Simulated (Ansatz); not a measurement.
ClH6Si3···H3Si···H···F

Input

```
crystal:
  periodic: [false, false, false]
  atoms:
    - {symbol: Si, position_ang: [-0.226964, 0.586094, 0.047515]}
    - {symbol: Si, position_ang: [2.190138, -0.282604, 0.547999]}
    - {symbol: Si, position_ang: [-0.314084, -0.138157, -2.173393]}
    - {symbol: Si, position_ang: [-2.275979, 0.157655, 1.111908]}
    - {symbol: Cl, position_ang: [0.090864, 2.631642, 0.135183]}
    - {symbol: H, position_ang: [0.545887, -0.419729, 1.332168]}
    - {symbol: F, position_ang: [1.208225, -1.144668, 1.998468]}
    - {symbol: H, position_ang: [3.163039, 0.158803, 1.570124]}
    - {symbol: H, position_ang: [2.422392, -1.579556, -0.122168]}
    - {symbol: H, position_ang: [2.356428, 0.745046, -0.535056]}
    - {symbol: H, position_ang: [-1.414308, 0.582405, -2.866649]}
    - {symbol: H, position_ang: [0.973330, 0.124431, -2.865633]}
    - {symbol: H, position_ang: [-0.602607, -1.597776, -2.175044]}
    - {symbol: H, position_ang: [-2.532854, -1.305842, 1.058884]}
    - {symbol: H, position_ang: [-2.213587, 0.604168, 2.527696]}
    - {symbol: H, position_ang: [-3.369719, 0.878085, 0.407899]}
basis:
  gaussian: {orbitals: def2-TZVPP}
hamiltonian: {xc: pbe0, dispersion: d4}
output: {orbitals: {seedname: orbitals}}
```

Launched as:

```sh
ansatz run in.yaml --threads 4 --pin off --events-out ev --progress --plain --max-ram 46080MiB --backend cuda --devices 0, --max-vram 37GiB
```

A transition-state structure; geometry: PBE0-D4/def2-TZVP.

Computed with Ansatz 0.2.0, RKS PBE0-D4/def2-TZVPP.

**Predict the electron density and electron localisation function between the atoms.**

F7···H6 (1.19 Å): the density falls to about 1.2 e/Å³ on the way; the ELF climbs to about 0.95 towards the hydrogen, as it does in any bond to H.
Si–Si (2.35 Å): ρ is about 0.62 e/Å³ halfway; the ELF peaks at about 1 between the atoms, as expected for localised, covalent bonding.
Si–H (1.50 Å): the density is about 0.79 e/Å³ at the midpoint; the ELF climbs to about 1 towards the hydrogen.

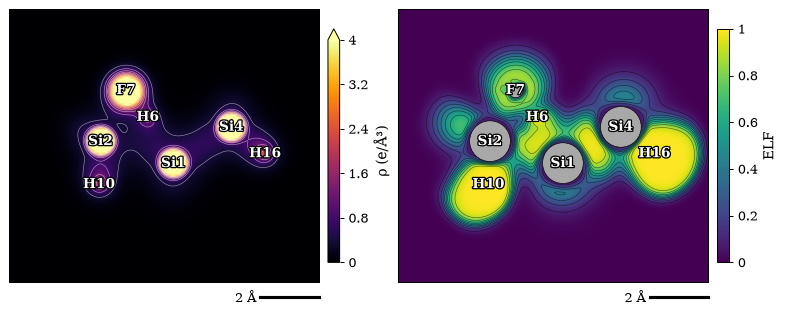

Computed electron density and electron localisation function on the plane of atoms Si1, Si4 and H16, in this order. Grey discs cover the atomic cores in the ELF map. 
